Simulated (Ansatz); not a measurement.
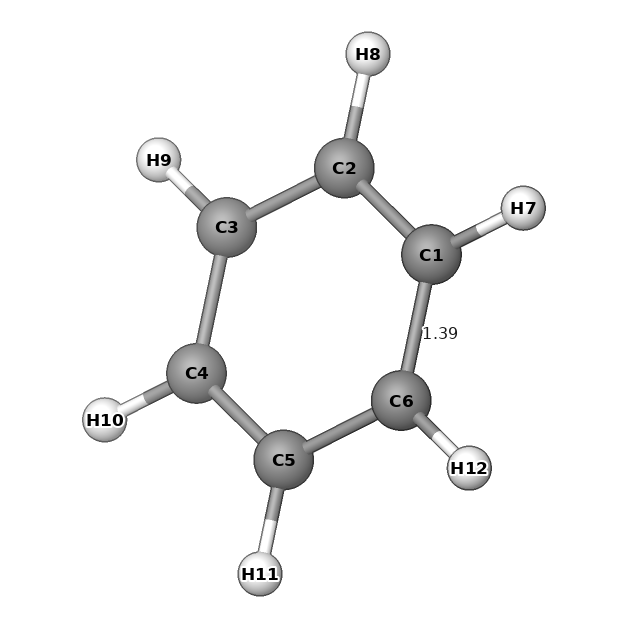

The numbers beside the sticks are distances in Å. Sticks don't show bond order. Computed geometry: PBE0-D4/def2-TZVP optimisation. No frequency run is at hand to confirm it as a minimum.

Question: Which of the marked bonds are single, double, triple or aromatic?

Answer: C1–C6 aromatic.

Question: Give the structure as SMILES.

Answer: c1ccccc1
